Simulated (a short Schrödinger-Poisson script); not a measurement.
Structure: MOS inversion layer, SiO2 on p-type Si(100), at 300 K.

| layer | material | thickness (nm) | Na (cm⁻³) |
|---|---|---|---|
| 1 | SiO2 | 0.8 | - |
| 2 | Si | 1200 | 2.4e17 |

The device is made up for the run: typed textbook-type constants, with dimensions and the other settings drawn at random. SiO2: permittivity 3.9, conduction-band edge (eV) 3.15, gap (eV) 9, electron mass (mₑ) 0.5. Si: permittivity 11.7, conduction-band edge (eV) 0, gap (eV) 1.124, Nv at 300 K (cm⁻³) 3.1e19.

Channel valleys (confinement mass, in-plane density-of-states mass, number): Δ2 0.916, 0.19, 2; Δ4 0.19, 0.417, 4. At the gate the conduction-band edge of layer 1 lies 3.62 eV − eVg above the Fermi level of the channel; the field vanishes at the back. Gaps are held at their typed values at every temperature. Mesh 0.03 nm at interfaces.

Solved with a short Schrödinger-Poisson script written for these runs: 1D Poisson equation in equilibrium, electrons quantum, Hartree (BenDaniel-Duke, 12 states a valley, the channel's in-plane mass for all, wave functions ending at the dielectric), parabolic valleys, classical holes, full ionisation, no traps, pinning or gate leakage.

Only gate voltages with over 1e8 electrons/cm² are shown.

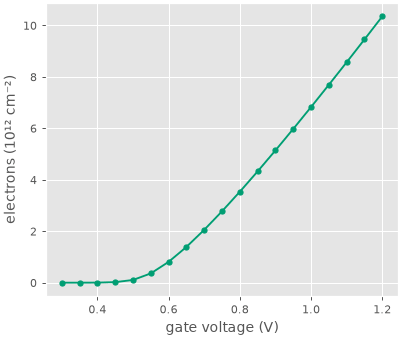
Fig. 1. Sheet density against gate voltage

| Vg (V) | electrons (cm⁻²) | C (μF/cm²) | Δ2 E0 (meV) | Δ2 E1 (meV) | Δ4 E0 (meV) | Δ4 E1 (meV) |
|---|---|---|---|---|---|---|
| 0.3 | 1.03e8 | 0.158 | 292.2 | 340.3 | 336.6 | 415.8 |
| 0.35 | 6.14e8 | 0.156 | 245.5 | 294.7 | 290.8 | 371.9 |
| 0.4 | 3.66e9 | 0.168 | 198.7 | 249.0 | 245.1 | 328.0 |
| 0.45 | 2.12e10 | 0.255 | 152.7 | 204.1 | 200.1 | 284.8 |
| 0.5 | 1.06e11 | 0.607 | 110.4 | 163.2 | 159.2 | 245.7 |
| 0.55 | 3.61e11 | 1.22 | 77.3 | 132.5 | 128.4 | 216.9 |
| 0.6 | 8.09e11 | 1.72 | 54.5 | 112.9 | 108.8 | 199.3 |
| 0.65 | 1.39e12 | 2.04 | 38.2 | 100.2 | 96.3 | 188.6 |
| 0.7 | 2.06e12 | 2.25 | 25.6 | 91.4 | 87.6 | 181.7 |
| 0.75 | 2.78e12 | 2.39 | 15.3 | 84.8 | 81.1 | 176.8 |
| 0.8 | 3.54e12 | 2.50 | 6.4 | 79.7 | 76.0 | 173.2 |
| 0.85 | 4.33e12 | 2.58 | -1.4 | 75.4 | 71.8 | 170.4 |
| 0.9 | 5.14e12 | 2.65 | -8.6 | 71.8 | 68.3 | 168.1 |
| 0.95 | 5.98e12 | 2.71 | -15.2 | 68.6 | 65.2 | 166.2 |
| 1 | 6.83e12 | 2.75 | -21.4 | 65.7 | 62.4 | 164.6 |
| 1.05 | 7.69e12 | 2.79 | -27.4 | 63.1 | 59.9 | 163.2 |
| 1.1 | 8.57e12 | 2.83 | -33.0 | 60.8 | 57.5 | 162.0 |
| 1.15 | 9.46e12 | 2.86 | -38.5 | 58.6 | 55.4 | 160.9 |
| 1.2 | 1.04e13 | 2.88 | -43.9 | 56.5 | 53.3 | 159.9 |

Subbands count from the Fermi level.
